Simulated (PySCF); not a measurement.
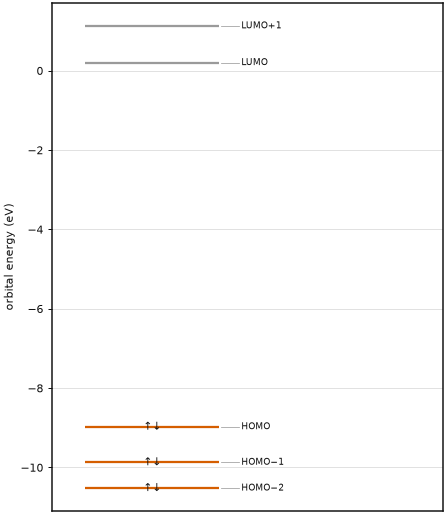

Kohn-Sham orbital energies near the frontier, CAM-B3LYP/def2-SVPD with PySCF 2.14.0, at a GFN2-xTB geometry (no frequency check), isolated molecule; empty levels in grey, levels within 0.03 eV side by side.

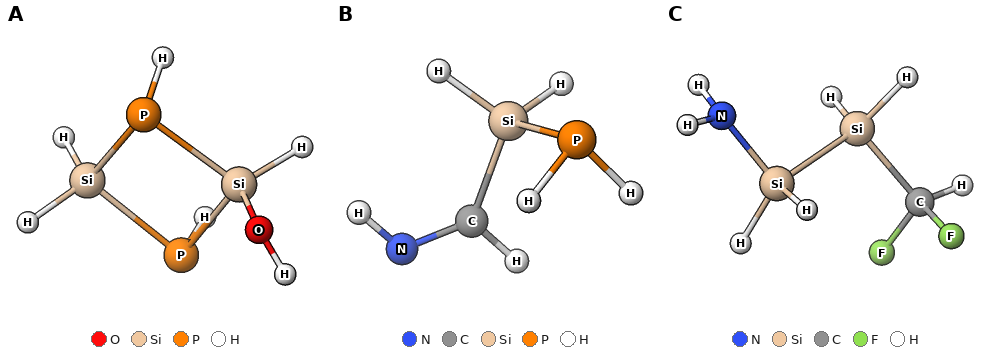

**Which molecule has this level scheme? Choose among the lettered structures.**

Structure C, CH₇F₂NSi₂, SMILES N[SiH2][SiH2]C(F)F. HOMO −8.98 eV, LUMO 0.20 eV, separation 9.18 eV.

Caveats: the tight-binding geometry is rougher than a DFT one and adds to the error; one conformer of a flexible molecule; empty levels above zero depend strongly on the basis.
